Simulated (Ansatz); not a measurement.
# Molecular dynamics of Si₂NH₇F₂ (part 5 of 5)

The same run, continued: Si₂NH₇F₂; UHF/STO-3G (Ansatz 0.2.0). It belongs to a series of runs on one base structure; here: dynamics from the start.

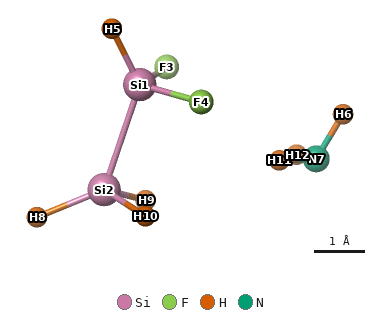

The geometry at step 138 of the log (ball-and-stick view, seen at a tilt; atoms are numbered from 1 in the order of the input).

Trajectory as extended XYZ, continued:
```
12
Properties=species:S:1:pos:R:3:forces:R:3 step=124 time_fs=62.0 energy=-22450.98869 temperature=2423.9
Si   -0.8406    0.8891    1.1340    0.7159  -1.6277  -0.4729
Si    0.4747   -1.0698    0.9463   -1.8436   2.9352   2.1821
F    -1.8929    0.4074   -0.0530   -0.2030   1.2343   1.1025
F     0.1497    1.8915    0.3034   -0.5336   0.2978   0.1485
H    -1.4049    1.6599    2.3061    0.5218  -1.3416  -1.6573
H    -0.3990    1.8748   -2.9978    1.7379  -2.5583  -0.4153
N     0.1286    0.9287   -2.7363   -4.5309   3.3082   2.8533
H     0.6053   -2.0139    1.9548   -0.0344  -0.6884   0.8582
H    -0.0354   -1.5916   -0.1921   -0.7799  -1.3005  -1.9057
H     1.6675   -0.4815    0.6617    2.1536   0.4046  -0.4014
H     0.2487    1.2706   -1.6844    0.0953  -1.8794  -2.3929
H    -0.7914    0.3136   -2.6592    2.7008   1.2158   0.1010
12
Properties=species:S:1:pos:R:3:forces:R:3 step=126 time_fs=63.0 energy=-22450.11330 temperature=1763.1
Si   -0.8380    0.8874    1.1273    0.3524  -1.8921  -0.0090
Si    0.4744   -1.0686    0.9572   -2.0700   3.2738   1.2851
F    -1.8959    0.4081   -0.0456   -0.2780   1.1746   0.9028
F     0.1518    1.8814    0.3127   -0.2243   0.5777  -0.1626
H    -1.4158    1.6629    2.2816    0.5267  -1.2843  -1.5109
H    -0.3839    1.8693   -2.9791    0.7054  -1.3294  -0.7304
N     0.1315    0.9437   -2.7694   -5.5364   0.2016   6.4203
H     0.6012   -2.0206    1.9358    0.0899  -1.0737   1.2530
H    -0.0302   -1.5614   -0.2083   -0.6147  -1.1840  -1.5831
H     1.6406   -0.4288    0.6669    2.2064   0.3020  -0.3145
H     0.2550    1.2581   -1.6073   -0.1845  -2.1927  -5.1692
H    -0.8603    0.2336   -2.6700    5.0269   3.4266  -0.3815
12
Properties=species:S:1:pos:R:3:forces:R:3 step=129 time_fs=64.5 energy=-22449.59754 temperature=1368.5
Si   -0.8338    0.8835    1.1173    0.1249  -2.5773   0.0681
Si    0.4726   -1.0646    0.9741   -1.5459   3.2488  -0.5205
F    -1.9008    0.4104   -0.0338   -0.4101   1.0466   0.5598
F     0.1546    1.8669    0.3263    0.2421   0.9952  -0.5752
H    -1.4231    1.6452    2.2194    0.2283  -0.8008  -0.6796
H    -0.3531    1.8439   -2.9652   -1.2979   1.6712  -1.2148
N     0.1289    0.9658   -2.8105   -3.9823  -4.3957   8.4209
H     0.5969   -2.0496    1.9295    0.1586  -0.8979   1.0657
H    -0.0321   -1.5361   -0.2578    0.0269  -0.6329  -0.1061
H     1.6374   -0.3462    0.6697    1.1583  -0.4980   0.0771
H     0.2614    1.2014   -1.5861   -0.1955  -1.6531  -6.2787
H    -0.8732    0.1768   -2.6937    5.4926   4.4939  -0.8166
12
Properties=species:S:1:pos:R:3:forces:R:3 step=131 time_fs=65.5 energy=-22450.19214 temperature=1824.4
Si   -0.8310    0.8798    1.1107    0.2075  -3.1636  -0.2564
Si    0.4708   -1.0606    0.9853   -0.9200   2.8738  -1.3550
F    -1.9043    0.4125   -0.0255   -0.5095   0.9318   0.3023
F     0.1567    1.8578    0.3350    0.5324   1.2582  -0.7918
H    -1.4249    1.6232    2.1686   -0.1659  -0.2468   0.2169
H    -0.3449    1.8422   -2.9698   -1.9308   2.6618  -1.2325
N     0.1236    0.9773   -2.8309   -2.7320  -5.8092   7.8944
H     0.5958   -2.0800    1.9383    0.1270  -0.3223   0.5255
H    -0.0340   -1.5276   -0.2942    0.4337  -0.2774   0.9117
H     1.6508   -0.2958    0.6720    0.2819  -1.1556   0.3626
H     0.2633    1.1430   -1.6457   -0.0237  -0.9942  -5.5798
H    -0.8166    0.1913   -2.7188    4.6995   4.2434  -0.9978
12
Properties=species:S:1:pos:R:3:forces:R:3 step=133 time_fs=66.5 energy=-22451.14480 temperature=2541.5
Si   -0.8281    0.8751    1.1040    0.3897  -3.7300  -0.6835
Si    0.4686   -1.0556    0.9961   -0.3110   2.3106  -1.7357
F    -1.9081    0.4151   -0.0171   -0.6164   0.7972   0.0248
F     0.1590    1.8493    0.3434    0.7971   1.5004  -0.9703
H    -1.4283    1.5988    2.1200   -0.6234   0.3680   1.1862
H    -0.3544    1.8646   -2.9859   -1.2765   1.5184  -0.8418
N     0.1164    0.9849   -2.8459   -1.5094  -3.8364   4.8280
H     0.5959   -2.1134    1.9521    0.0612   0.3760  -0.0848
H    -0.0318   -1.5219   -0.3221    0.6960  -0.0318   1.6277
H     1.6669   -0.2565    0.6777   -0.3985  -1.6677   0.5734
H     0.2651    1.0752   -1.7575    0.5028  -0.0699  -2.8018
H    -0.7159    0.2456   -2.7534    2.2884   2.4652  -1.1223
12
Properties=species:S:1:pos:R:3:forces:R:3 step=136 time_fs=68.0 energy=-22450.28852 temperature=1887.0
Si   -0.8235    0.8655    1.0935    0.4238  -4.0512  -0.7788
Si    0.4651   -1.0466    1.0110    0.3696   1.3965  -1.6481
F    -1.9143    0.4198   -0.0044   -0.7981   0.5736  -0.4136
F     0.1632    1.8381    0.3550    1.1225   1.8064  -1.1754
H    -1.4455    1.5701    2.0703   -0.9879   0.8956   2.0325
H    -0.3869    1.9178   -3.0229    0.7006  -1.6485   0.1681
N     0.1043    0.9930   -2.8639    3.6895   7.1225  -6.2777
H     0.5969   -2.1549    1.9699   -0.0482   1.2157  -0.7384
H    -0.0159   -1.5136   -0.3341    0.7871   0.1058   1.9787
H     1.6831   -0.2280    0.6967   -0.8659  -1.9880   0.7044
H     0.2817    0.9754   -1.9534    2.8747   1.1074   7.6130
H    -0.5433    0.3534   -2.8258   -7.2677  -6.5360  -1.4648
12
Properties=species:S:1:pos:R:3:forces:R:3 step=138 time_fs=69.0 energy=-22449.66753 temperature=1441.2
Si   -0.8202    0.8574    1.0861    0.0424  -3.6556  -0.1419
Si    0.4629   -1.0400    1.0203    0.6141   0.8712  -1.2580
F    -1.9190    0.4233    0.0038   -0.9370   0.4220  -0.7010
F     0.1668    1.8317    0.3620    1.2725   1.9560  -1.2621
H    -1.4683    1.5610    2.0603   -0.7540   0.7243   1.8292
H    -0.4032    1.9384   -3.0470    1.2747  -2.4484   0.7613
N     0.0987    1.0031   -2.8799    4.8035  11.2375  -8.7462
H     0.5972   -2.1692    1.9738   -0.1081   1.4844  -0.8878
H     0.0041   -1.5070   -0.3188    0.6654   0.0447   1.7229
H     1.6841   -0.2324    0.7177   -0.7931  -1.8842   0.6746
H     0.3229    0.9202   -2.0116    3.6853   0.8289  10.0499
H    -0.4980    0.3632   -2.8914   -9.7657  -9.5807  -2.0410
12
Properties=species:S:1:pos:R:3:forces:R:3 step=140 time_fs=70.0 energy=-22451.18523 temperature=2554.9
Si   -0.8169    0.8481    1.0787   -0.6017  -2.8621   0.9089
Si    0.4610   -1.0330    1.0292    0.6633   0.4706  -0.6375
F    -1.9241    0.4270    0.0116   -1.0816   0.2804  -0.9709
F     0.1709    1.8263    0.3683    1.3542   2.0469  -1.3054
H    -1.4980    1.5585    2.0675   -0.1893   0.2262   1.1409
H    -0.4080    1.9366   -3.0640    0.7853  -1.6343   1.1203
N     0.0962    1.0203   -2.9015    0.9870   2.8648  -2.9433
H     0.5964   -2.1695    1.9694   -0.1527   1.4738  -0.7880
H     0.0303   -1.5000   -0.2873    0.4177  -0.1394   1.0800
H     1.6777   -0.2547    0.7451   -0.4123  -1.5353   0.5623
H     0.3970    0.8734   -1.9802    1.1643   1.1927   3.0739
H    -0.5395    0.2888   -2.9754   -2.9341  -2.3843  -1.2412
12
Properties=species:S:1:pos:R:3:forces:R:3 step=143 time_fs=71.5 energy=-22450.65938 temperature=2178.6
Si   -0.8125    0.8324    1.0684   -1.5475  -1.4599   2.4882
Si    0.4584   -1.0224    1.0421    0.3515   0.1935   0.5318
F    -1.9328    0.4329    0.0224   -1.2817   0.1057  -1.3241
F     0.1785    1.8202    0.3766    1.3276   2.0536  -1.2872
H    -1.5440    1.5571    2.0962    0.7749  -0.5966  -0.0553
H    -0.4053    1.9111   -3.0695   -1.0725   1.2700   1.1366
N     0.0937    1.0481   -2.9369    0.3769  -8.0353   2.1400
H     0.5925   -2.1445    1.9498   -0.1957   0.9126  -0.1833
H     0.0760   -1.4930   -0.2238   -0.1024  -0.6067  -0.4522
H     1.6629   -0.3138    0.7957    0.6629  -0.6486   0.2862
H     0.5206    0.8271   -1.8939   -2.4808   2.0826  -4.2094
H    -0.6416    0.1498   -3.1184    3.1868   4.7291   0.9287
12
Properties=species:S:1:pos:R:3:forces:R:3 step=145 time_fs=72.5 energy=-22449.70280 temperature=1452.5
Si   -0.8102    0.8212    1.0624   -1.9126  -0.6148   3.1827
Si    0.4569   -1.0152    1.0509   -0.0071   0.2554   1.0874
F    -1.9395    0.4368    0.0288   -1.3868   0.0145  -1.5133
F     0.1843    1.8175    0.3813    1.2079   1.9657  -1.2166
H    -1.5667    1.5502    2.1163    1.2384  -0.9591  -0.6184
H    -0.4134    1.9046   -3.0594   -1.8031   2.3250   1.1109
N     0.0923    1.0608   -2.9592    1.1028 -10.1887   2.5321
H     0.5875   -2.1162    1.9338   -0.2188   0.2235   0.4650
H     0.1061   -1.4949   -0.1847   -0.4139  -0.9277  -1.4800
H     1.6595   -0.3622    0.8332    1.4798  -0.0047   0.0987
H     0.5781    0.8200   -1.8778   -3.4390   2.0990  -5.4422
H    -0.6788    0.1051   -3.2057    4.1523   5.8120   1.7938
12
Properties=species:S:1:pos:R:3:forces:R:3 step=148 time_fs=74.0 energy=-22450.05018 temperature=1716.7
Si   -0.8079    0.8041    1.0556   -1.9564   0.3978   3.5045
Si    0.4546   -1.0042    1.0648   -0.1383   0.4328   0.7310
F    -1.9508    0.4428    0.0369   -1.4799  -0.0871  -1.7120
F     0.1942    1.8152    0.3872    0.8944   1.7093  -1.0332
H    -1.5779    1.5223    2.1348    1.5163  -1.1195  -0.9298
H    -0.4551    1.9319   -3.0241   -0.5476   0.2890   1.0989
N     0.0914    1.0671   -2.9894    0.0076  -6.8972   1.1804
H     0.5761   -2.0722    1.9202   -0.2896  -0.8822   1.4610
H     0.1434   -1.5148   -0.1539   -0.5427  -1.0272  -1.9847
H     1.6822   -0.4338    0.8910    1.9845   0.5364  -0.0379
H     0.6026    0.8454   -1.9498   -3.4723   1.3840  -4.7424
H    -0.6603    0.1413   -3.3030    4.0241   5.2638   2.4641
12
Properties=species:S:1:pos:R:3:forces:R:3 step=150 time_fs=75.0 energy=-22451.13389 temperature=2537.1
Si   -0.8072    0.7928    1.0526   -1.6823   0.8819   3.2396
Si    0.4530   -0.9967    1.0744    0.4425   0.1658  -0.2129
F    -1.9592    0.4467    0.0412   -1.4890  -0.1298  -1.7802
F     0.2014    1.8147    0.3905    0.6191   1.4748  -0.8748
H    -1.5677    1.4905    2.1364    1.4143  -0.9766  -0.7679
H    -0.4916    1.9572   -2.9875    0.9276  -1.7454   0.6726
N     0.0910    1.0650   -3.0085   -1.4924  -1.7773  -0.6759
H     0.5651   -2.0517    1.9271   -0.3938  -1.2391   1.7894
H     0.1619   -1.5401   -0.1564   -0.3844  -0.7062  -1.3810
H     1.7203   -0.4758    0.9293    1.4640   0.4973  -0.0189
H     0.5776    0.8799   -2.0551   -2.1805   0.3249  -2.2011
H    -0.5999    0.2289   -3.3394    2.7548   3.2296   2.2112
```

This output came from the following input.

The input:
```yaml
crystal:
  periodic: [false, false, false]
  atoms:
    - { symbol: Si, position_ang: [-0.6641, 0.8856, 0.5656] }
    - { symbol: Si, position_ang: [0.6687, -1.3326, 0.7353] }
    - { symbol: F, position_ang: [-2.1445, 0.7369, -0.0535] }
    - { symbol: F, position_ang: [-0.1855, 2.4172, 0.3686] }
    - { symbol: H, position_ang: [-1.0137, 1.0095, 1.9812] }
    - { symbol: H, position_ang: [0.4858, -0.5295, -0.9515] }
    - { symbol: "N", position_ang: [0.0072, 0.616, -1.4362] }
    - { symbol: H, position_ang: [0.8365, -1.4526, 2.1801] }
    - { symbol: H, position_ang: [-0.0996, -2.5183, 0.3272] }
    - { symbol: H, position_ang: [2.0391, -1.5592, 0.221] }
    - { symbol: H, position_ang: [0.7562, 1.2139, -1.7692] }
    - { symbol: H, position_ang: [-0.6862, 0.513, -2.1687] }
magnetization:
  spin_polarized: true
basis:
  gaussian: { orbitals: STO-3G }
hamiltonian:
  xc: hf
md:
  timestep: 0.5
  n_steps: 150
  ensemble: nve
  temperature: 600.0
  initial_velocities: maxwell_boltzmann
  seed: 816676
```

Run as:
```bash
ansatz run input.yaml --threads 1 --pin off --max-ram 2048MiB --backend cpu --events-out ev --progress --plain --runs-dir out
```

Summary:

```tsv
quantity	value
outcome	finished
mean temperature over the second half	2111 K
trajectory	150 steps, 75 fs
ensemble	nve
temperature in the input	600.0 K
time step	0.5 fs
potential energy (last step)	−22451.1339 eV
mean-field energy (last step)	−22451.1339 eV
largest force (length of the vector) (last step)	4.786 eV/Å
hardware	1 thread of Arm Neoverse N1, 24 GiB of memory available, shared host
wall time	4.2 min
peak memory	0.11 GiB
```

So short a trajectory is not equilibrated.
